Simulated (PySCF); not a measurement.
# PBE/def2-TZVPPD (core potential) run of SnO (tin(ii) oxide)

Aim: the vertical electron affinity of SnO (tin(ii) oxide) at PBE/def2-TZVPPD (core potential), from 2 runs. Input form: a Python script.

The results are computed with PySCF 2.14.0.

2 further runs of the same task are left out: 2 set aside as unsound or not needed.

### 1 The structure to begin with

SnO: 2 atoms, total charge 0, spin state singlet. SMILES: `[O]=[Sn]`. The coordinates come from a PBE0-D4/def2-TZVP relaxation.

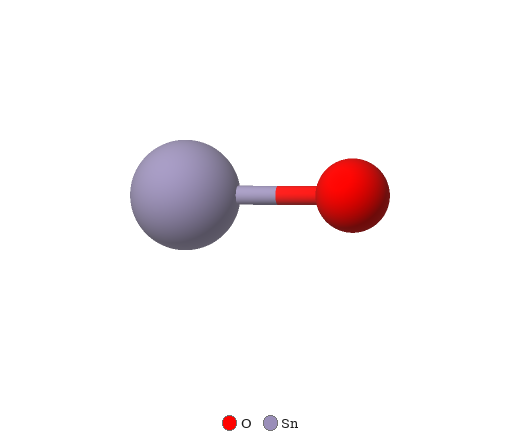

The structure, seen from a chosen angle (oxygen red, tin purple).

### 2 A single-point energy at PBE/def2-TZVPPD (core potential)

Input file input.py:

```python
from pyscf import gto, dft

mol = gto.Mole()
mol.atom = '''
O      0.000000     0.000000    -0.013379
Sn     0.000000     0.000000     3.421652
'''
mol.ecp = {'Sn': 'def2-svp'}
mol.verbose = 3
mol.max_memory = 1860
mol.basis = 'def2-tzvppd'
mol.unit = 'bohr'
mol.build()

myscf = dft.RKS(mol)
myscf.xc = 'pbe'
myscf.grids.level = 5
myscf.conv_tol = 1e-10
myscf.kernel()
if not myscf.converged:
    myscf = myscf.newton().run(myscf.mo_coeff, myscf.mo_occ)

energy = myscf.e_tot
print(f'total energy: {energy:.8f} hartree')
```

On the command line:

```
$ OMP_NUM_THREADS=1 python input.py
```

Log:

```text
converged SCF energy = -289.486980575485
total energy: -289.48698058 hartree
```

Wall time 6.9 s (1 thread of Arm Neoverse V2, shared host); peak memory 0.45 GiB.

### 3 The doublet anion, same level

Input file calc.py:

```python
from pyscf import gto, dft

mol = gto.M(
    atom='''
O      0.000000     0.000000    -0.007080
Sn     0.000000     0.000000     1.810660
''',
    charge=-1,
    ecp={'Sn': 'def2-svp'},
    spin=1,
    basis='def2-tzvppd',
    max_memory=1860,
    verbose=3,
)

ks = dft.UKS(mol, xc='pbe')
ks.conv_tol = 1e-10
ks.grids.level = 5
ks.kernel()
if not ks.converged:
    ks = ks.newton().run(ks.mo_coeff, ks.mo_occ)

e_final = ks.e_tot
print('Final energy', e_final)
```

On the command line:

```
$ OMP_NUM_THREADS=1 python calc.py
```

Log:

```text
converged SCF energy = -289.501436773708  <S^2> = 0.75256505  2S+1 = 2.0025634
Final energy -289.5014367737076
```

Wall time 12 s (1 thread of Arm Neoverse V2, shared host); peak memory 0.46 GiB.

### 4 Results

Level: PBE/def2-TZVPPD (core potential).

| quantity | value |
| --- | --- |
| singlet SnO: total energy | -289.48698 Eh |
| singlet SnO: dipole moment | 3.94 D |
| singlet SnO: HOMO energy | -6.49 eV |
| singlet SnO: LUMO energy | -3.02 eV |
| singlet SnO: HOMO–LUMO gap | 3.47 eV |
| doublet anion: total energy | -289.50144 Eh |
| doublet anion: HOMO energy (highest over α and β) | 2.11 eV |
| doublet anion: LUMO energy (lowest over α and β) | 2.26 eV |
| doublet anion: ⟨S²⟩ | 0.753 |
| vertical electron affinity (to the doublet anion) | 0.393 eV |

What this shows: At fixed nuclei the extra electron is bound by 0.39 eV (38.0 kJ/mol). The HOMO (doublet anion) lies at positive energy, 2.11 eV, as semi-local functionals often give for anions; only total energies tell whether the electron is bound.
